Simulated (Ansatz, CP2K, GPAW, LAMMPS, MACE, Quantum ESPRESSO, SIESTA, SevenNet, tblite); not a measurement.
# GPAW on liquid Ge at 2600 K (66 atoms): settings against a plane-wave reference, part 2 of 2

Aim: run liquid Ge at 2600 K (66 atoms) in GPAW and see how near its forces come to a plane-wave reference, and at what cost.

Program: GPAW 26.7.0; the method stands at each step. Banners, paths, timers and routine set-up lines are dropped from the logs unmarked, and long logs keep their key lines alone; longer cuts are marked.

So far. Step 2 (PBE, LCAO dzp, h 0.2 Å): Forces lie 11 % from the reference's, at 0.26 times its CPU time (on 1 against 4 cores). Step 3 (PBE, LCAO sz(dzp), h 0.2 Å): Against the first run (11 %), the force difference from the reference is 37 %, at 0.27 times the CPU time, with 264 basis functions against 858: the smaller basis costs accuracy.

## Step 4: PBE, LCAO dzp, h 0.2 Å, other mixer settings

Method: Kohn-Sham DFT, PBE, PAW, atomic orbitals (dzp).

run.py

```python
import numpy as np
from ase.io import read
from gpaw import GPAW, FermiDirac, Mixer

atoms = read("structure.xyz")
atoms.calc = GPAW(
    mode="lcao",
    basis="dzp",
    h=0.2,
    xc="PBE",
    kpts={"size": (1, 1, 1), "gamma": True},
    occupations=FermiDirac(0.05),
    mixer=Mixer(0.03, 7, 100),
    maxiter=200,
    symmetry={"point_group": False},
    txt="gpaw.txt",
)
energy = atoms.get_potential_energy(force_consistent=True)
forces = atoms.get_forces()
print(f"energy {energy:.6f} eV")
print("forces (eV/A)")
for i, (a, f) in enumerate(zip(atoms, forces)):
    print(f"{i:4d} {a.symbol:2s} {f[0]:10.5f} {f[1]:10.5f} {f[2]:10.5f}")
print(f"Fermi level {atoms.calc.get_fermi_level():.4f} eV")
for k in range(len(atoms.calc.get_ibz_k_points())):
    for s in range(atoms.calc.get_number_of_spins()):
        e = atoms.calc.get_eigenvalues(kpt=k, spin=s)
        n = np.searchsorted(e, atoms.calc.get_fermi_level())
        print(f"k {k} spin {s} levels about the Fermi level:", np.round(e[max(n - 6, 0):n], 4).tolist(), "|", np.round(e[n:n + 6], 4).tolist())
```

structure.xyz

```xyz
66
Lattice="11.47290 0.00000 0.00000 0.00000 11.47290 0.00000 0.00000 0.00000 11.47290" Properties=species:S:1:pos:R:3 pbc="T T T"
[... 66 atom lines left out: the same atoms as in the first run ...]
```

Started as:

```sh
$ OMP_NUM_THREADS=1 python run.py > output.txt
```

Output:

```text
energy -257.379721 eV
forces (eV/A)
   0 Ge    0.81852    1.45238    2.14884
   1 Ge    0.64139    0.12008    0.30821
   2 Ge    0.50003   -0.31604    1.39649
   3 Ge    0.70146    0.83105   -0.21321
   4 Ge   -0.64063    1.06688   -0.71392
   5 Ge   -0.21639    0.22644    0.18916
   6 Ge   -0.39984    0.38929    0.90619
   7 Ge   -0.50299    0.99322   -0.24533
   8 Ge   -1.63793    0.44128    0.17299
   9 Ge    0.36668   -0.61806    0.34632
  10 Ge    0.06509   -0.08104    0.41172
  11 Ge   -0.27070   -0.37321   -0.18816
  12 Ge   -0.05005    0.19391   -0.34834
  13 Ge   -1.57104   -1.17346   -1.28718
  14 Ge   -0.31824    0.15598    0.70346
  15 Ge   -1.25367   -0.21243   -1.11671
  16 Ge    1.13534   -0.38373   -0.08951
  17 Ge    0.22027    0.24837   -0.08798
  18 Ge   -1.66030   -0.68711   -0.99048
  19 Ge   -0.67376    1.81841    0.39842
  20 Ge    0.43590    1.92064    3.48699
  21 Ge   -0.45482    0.84958   -0.18807
  22 Ge    0.55464   -0.59706   -0.11686
  23 Ge    0.90846   -0.85589   -0.64308
[...]
58 Ge   -1.27920    0.18253    0.01286
  59 Ge    0.00984    0.21569   -0.27244
  60 Ge    0.37327   -0.08122    1.77064
  61 Ge    0.30329    1.87485   -0.83826
  62 Ge   -1.66001    0.70742    0.43749
  63 Ge   -1.20738    0.30031   -0.35729
  64 Ge   -1.07383   -0.84010   -2.09998
  65 Ge   -0.41442   -0.36128    0.74900
Fermi level 5.6700 eV
k 0 spin 0 levels about the Fermi level: [5.3658, 5.3932, 5.4734, 5.5241, 5.5581, 5.6357] | [5.6951, 5.7717, 5.9026, 5.93, 6.0263, 6.0998]
```

gpaw.txt:

```text
Input parameters:
  mode=LCAO(),
  basis={'default': 'dzp'},
  h=0.2,
  kpts=MonkhorstPack(size=(1, 1, 1), gamma=True),
  maxiter=200,
  mixer=Pulay(name='pulay', nmaxold=7, beta=0.03, weight=100, sigma=0.015, g_ss=None),
  occupations=Occupations(name='fermi-dirac', width=0.05, fixmagmom=False),
  symmetry=Symmetry(point_group=False),
  xc=XC(name='PBE')
Unit cell  # Å
[... lines left out ...]
  Fermi-Dirac:
[... lines left out ...]
convergence criteria:
- Maximum [total energy] change in last 3 cyles: 0.0005 eV / valence electron
[... lines left out ...]
Converged in 21 steps
[... lines left out ...]
  Free energy:    -257.379721
  Extrapolated:   -257.258966
dipole moment: (-55.417189, 70.854593, 41.649226)  # |e|*Ang
Fermi level: 5.670
Eigenvalues  # (at kpt = [0.000, 0.000, 0.000])
| band index |      eig [eV] | occ [0-2] |
|------------|---------------|-----------|
|          0 |        -7.209 |     2.000 |
|        ... |               |           |
|        124 |         5.198 |     2.000 |
|        125 |         5.254 |     2.000 |
[...]
|        139 |         6.265 |     0.000 |
|        ... |               |           |
|        162 |         7.813 |     0.000 |
Gap: 0.059 eV
Transition (v -> c):
  (s=0, k=0, n=131, [0.00, 0.00, 0.00]) -> (s=0, k=0, n=132, [0.00, 0.00, 0.00])
No difference between direct/indirect transitions
Force computation time: 28.827  # s
timing:  # [seconds]
  Total:  308.738  # ━━━━━━━━━━━━━━━━━━━━━━━━━━━━━━━━━━━━━━━━━━━━━━━━━━━━━━━━
  Init:    11.053  # ━━
  SCF:    268.820  # ━━━━━━━━━━━━━━━━━━━━━━━━━━━━━━━━━━━━━━━━━━━━━━━━━
  Forces:  28.827  # ━━━━━
```

Elapsed: 5.2 min, on 1 thread of Arm Neoverse V1, shared host; peak memory 1.3 GiB.

Against the reference:

```
r.m.s. force component                          : 0.9847 eV/Å
r.m.s. difference of force components           : 101.4 meV/Å
longest difference of force vectors             : 363.9 meV/Å
force difference over r.m.s. force              : 11.29 %
slope of forces against the reference's         : 1.094
correlation of force components                 : 0.9984
energy less the same-level run's                : 0 meV/atom
r.m.s. force difference from the same-level run : 1.538 meV/Å
```

Against the first run (11 %), the force difference from the reference is 11 %, at 1.2 times the CPU time: another solver or mixer reaches the same state.

## Step 5: All runs compared

Differences are against the plane-wave reference, forces as r.m.s. over components; share is that over the reference's r.m.s. force, slope the least-squares factor from reference forces to these. Total energies of different programs have different zeros and aren't compared.

| run | Δ force, r.m.s. (meV/Å) | share (%) | slope | cores | CPU time | memory (GiB) |
| --- | --- | --- | --- | --- | --- | --- |
| reference | - | - | - | 4 | 17 min | 4.6 |
| GPAW PBE, LCAO dzp, h 0.2 Å | 101 | 11.3 | 1.095 | 1 | 4.3 min | 1.4 |
| GPAW PBE, LCAO sz(dzp), h 0.2 Å (coarse) | 335 | 37.3 | 1.305 | 1 | 70 s | 1.0 |
| GPAW PBE, LCAO dzp, h 0.2 Å, other mixer settings | 101 | 11.3 | 1.094 | 1 | 5.2 min | 1.3 |

Rows marked coarse were listed beforehand as settings not expected to be converged; some can still land near the reference.

CPU time is summed over cores on a shared host, where runs went side by side, so it is rough. Symmetry, cutoffs, thresholds, outputs and thread counts weren't matched or tuned between programs; memory under MPI is the largest rank's times the ranks.

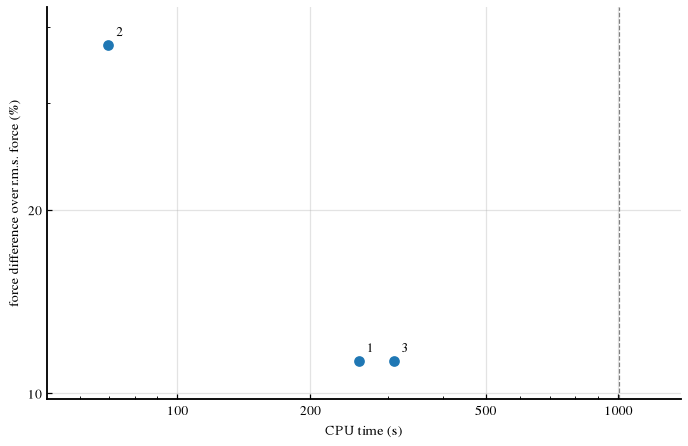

Force difference against CPU time; the dashed line marks the reference's time. Points: 1 GPAW PBE, LCAO dzp, h 0.2 Å; 2 GPAW PBE, LCAO sz(dzp), h 0.2 Å; 3 GPAW PBE, LCAO dzp, h 0.2 Å, other mixer settings.

Within one program, basis, potentials and functional, energies share a zero. Each run against its twin at the usual cutoff or grid and solver:

| run | twin | Δ energy (meV/atom) | Δ force, r.m.s. (meV/Å) | CPU time over the twin's |
| --- | --- | --- | --- | --- |
| GPAW PBE, LCAO dzp, h 0.2 Å, other mixer settings | LCAO dzp, h 0.2 Å | 0 | 1.54 | 1.2 |

## Step 6: Results

```
nearest in forces : a tie at 11 % of 2 runs: GPAW PBE, LCAO dzp, h 0.2 Å; GPAW PBE, LCAO dzp, h 0.2 Å, other mixer settings
```

The PBE runs in local orbitals, coarse settings apart, differ by 11 % in each run; basis, grid and potentials can all enter. Runs with settings chosen to be coarse differ by 37 % (GPAW PBE, LCAO sz(dzp), h 0.2 Å), their programs' other errors included. Of the electronic-structure runs that take under half the reference's CPU time, GPAW PBE, LCAO dzp, h 0.2 Å, other mixer settings is among the nearest, at 11 % in 5.2 min against 17 min. GPAW PBE, LCAO sz(dzp), h 0.2 Å stiffens the forces by a factor of 1.31 while following their directions (correlation 0.987); the slopes of the 3 GPAW runs lie between 1.09 and 1.31. The potentials hold different valence shells: 924 electrons in the reference, 264 in GPAW; this bears on time and differences. GPAW's setups keep the filled d shell of Ge in the core. The frame stands for 2600 K, but pressures are static and levels are smeared at 580 K, under the temperature of the frame, which matters where levels are partly filled. The network of bonds at the start is that of the classical potential that made the cell, and needn't be the one that DFT or experiment would give. The electronic-structure runs sample only Γ, in a cell whose shortest periodic width is 11 Å, which is coarse for a cell with partly filled levels.

[Also dropped from logs without a mark: logging warnings of Python, and SIESTA's first energy breakdown and zero terms.]

[Logs are printed without paths, hosts, clocks, repeated set-up lines and the standing remarks that a program may print on its own settings, such as how far it seeks lower states.]

[Hosts, paths, dates, database ids (printed as entryN), source tags and the programs' standing remarks are cut or masked in the printed files.]
